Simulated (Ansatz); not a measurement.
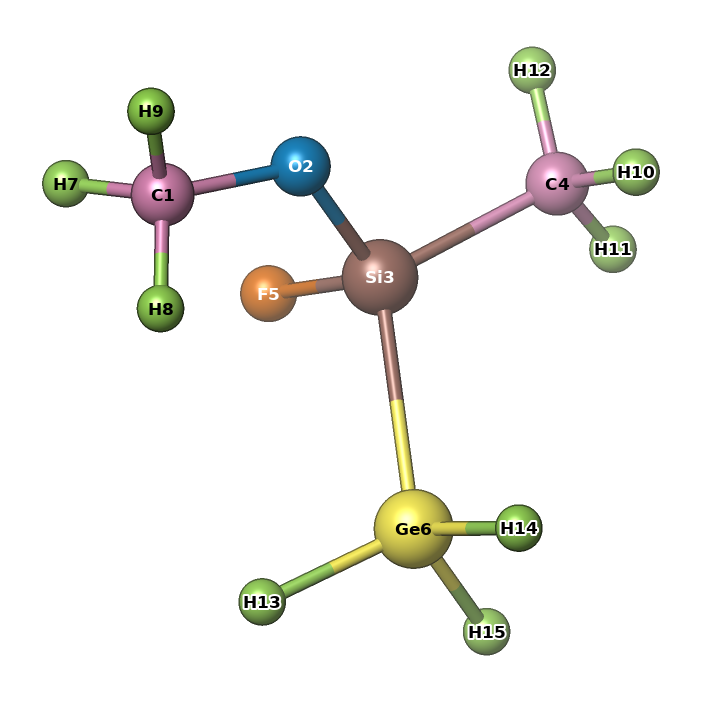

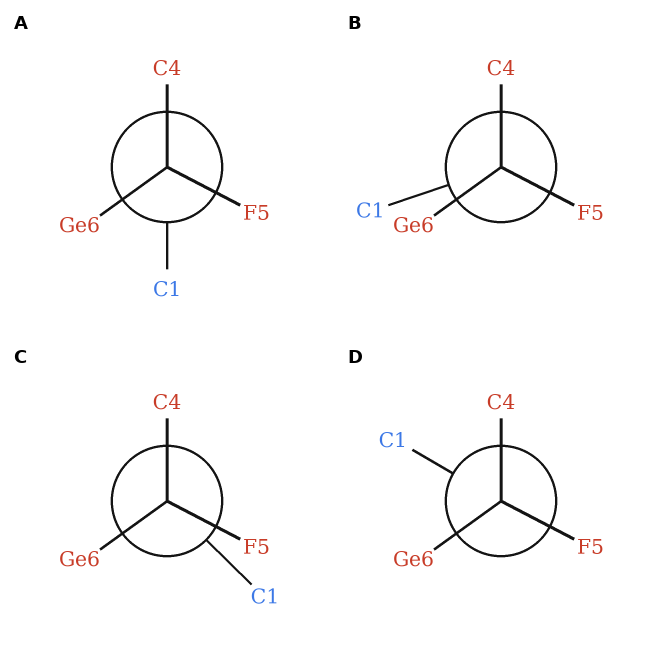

Atoms fade into the background with distance from the viewer. Bonds that would overlap in a projection are set slightly apart. The computed structure is the end point of a PBE0-D4/def2-TZVP optimisation.

**Which Newman projection shows the view along Si3–O2, with Si3 in front?**

A. The torsion angle Ge6–Si3–O2–C1 is −54°, synclinal (gauche).
